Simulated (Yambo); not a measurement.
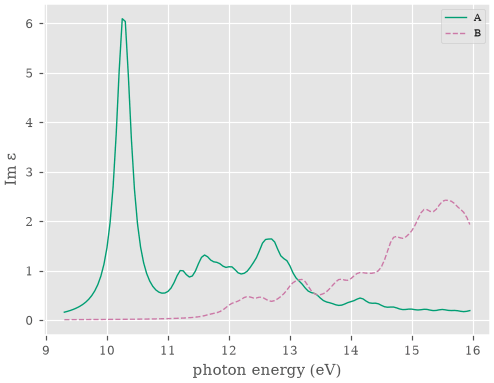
Fig. 1. Two computed absorption spectra of KMgF3 (cubic perovskite, space group Pm-3m, No. 221) (Yambo, PBEsol bands with the same scissor, field along x)

**Question.** Which curve includes the electron-hole attraction (BSE), and where are its main peaks?

**Answer.** Curve A: the attraction moves weight to lower energy (centre of the plotted range 11.6 eV against 14.6 eV). Its peaks lie at 10.2 eV, 11.2 eV, 11.6 eV, 12.7 eV. Settings: 8×8×8 mesh, 9 valence and 3 conduction bands, static screening with 42 bands and a 3 Ry block, scissor 4.18 eV, Tamm-Dancoff. The scissor comes from a G0W0 run whose convergence isn't established. Broadening 0.15 eV. The band window holds all transitions up to 16.0 eV. Fine structure above the onset can come from the mesh.

Geometry of the Materials Project entry, not relaxed at this level; primitive cell a = b = c = 3.978 Å, α = β = γ = 90.00°.
